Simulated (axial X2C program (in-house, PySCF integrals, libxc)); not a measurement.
**A two-component session on SnSi: properties at the nuclei**

Wanted for SnSi: properties at the nuclei, at the two-component level.

The runs use an in-house X2C program for linear molecules on PySCF integrals; two-component X2C with atomic mean-field terms, Sn dyall-cv3z, Si dyall-v3z.

All values are calculated.

## Step 1: Set-up

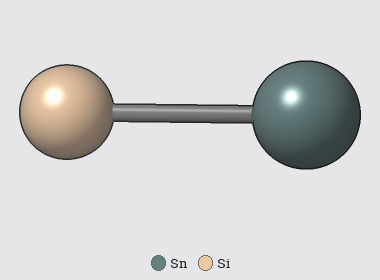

The two atoms at 2.560 Å (tin teal, silicon light orange).

task.json

```json
{
 "zs": [
  50,
  14
 ],
 "q": 0,
 "bas": [
  "dyall-cv3z",
  "dyall-v3z"
 ],
 "r0": 2.56,
 "levels": [
  "PBE0",
  "HF",
  "TPSSh",
  "BP86",
  "r2SCAN"
 ],
 "nst": 3
}
```

Keys: zs atomic numbers; q charge; bas basis sets; r0 starting distance in Å; levels methods (HF also brings MP2); nst determinants followed.

On the command line:

```
python soeom.py task.json out
```

Further steps of the session: Expectation values, lowest determinant; Expectation values, a higher determinant; Expectation values, a higher determinant.

What does the calculation give? Wanted: lowest determinant; Eeff magnitude; Ws magnitude Sn; A∥/gI Sn; qzz Sn; higher determinant (for each run or level that gives them).

**Answer**, as computed:

| quantity | value |
| --- | --- |
| lowest determinant | Ω = 1 (excess of +ω over −ω: ω = -1/2, ω = 3/2) |
| Eeff magnitude (GV/cm), PBE0 | 1.05 |
| Ws magnitude Sn (kHz), PBE0 | 0.746 |
| A∥/gI Sn (MHz), PBE0 | -339 |
| qzz Sn (a.u.), PBE0 | -7.43 |
| higher determinant | Ω = 2 (excess of +ω over −ω: ω = 1/2, ω = 3/2) |
| Eeff magnitude (GV/cm), PBE0, higher determinant | 3.82 |
| Ws magnitude Sn (kHz), PBE0, higher determinant | 1.21 |
| A∥/gI Sn (MHz), PBE0, higher determinant | 234 |
| qzz Sn (a.u.), PBE0, higher determinant | -0.90 |
| higher determinant | Ω = 0 (closed shell) |
| qzz Sn (a.u.), PBE0, higher determinant | -6.92 |
| qzz Si (a.u.), PBE0, higher determinant | -1.70 |
| μ (D), PBE0, higher determinant | -0.76 |

In words: In the first state, the effective field runs from 0.258 to 2.91 GV/cm over the mean-field levels, so the levels don't agree on it. The expectation values come from single determinants, which for open shells can mix terms of unlike spin or miss the lowest Ω, so a determinant need not be a state. Eeff is the effective electric field on the electron dipole moment in this Ω state and Ws the scalar–pseudoscalar constant (defined with the proton number Z and per Ω); A∥ is the parallel hyperfine constant, which follows by multiplying with the nuclear g factor gI = μI/(I μN); qzz is the electric field gradient, eQq0 = 234.96 MHz × Q/barn × qzz; μ is positive if Si is the positive end. The operators were transformed with the bare-nucleus X2C matrices.
